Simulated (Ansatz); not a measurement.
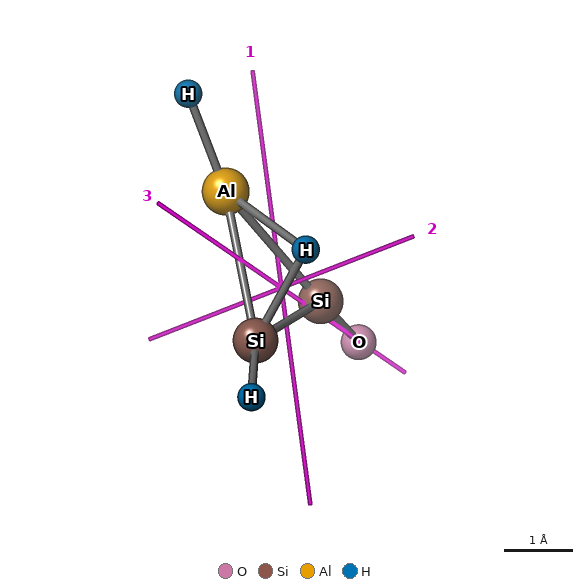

The three principal axes of inertia are drawn and numbered. Distant atoms are faded towards the background colour. The geometry was computed by an optimisation with PBE0-D4/def2-TZVP. No frequency run is at hand to confirm it as a minimum. Masses are those of the most abundant isotopes; constants are for the rigid equilibrium geometry.

Q: Which line is the a axis (least moment of inertia), which b and which c?

A: a is line 3, b is line 1, c is line 2; the moments are 92.6, 199, 287 u Å².

Q: What kind of rotor is it, and what are its rotational constants in GHz?

A: An asymmetric top (C1): A = 5.46, B = 2.54, C = 1.76 GHz. Ray's parameter κ is −0.58, nearer the prolate limit.
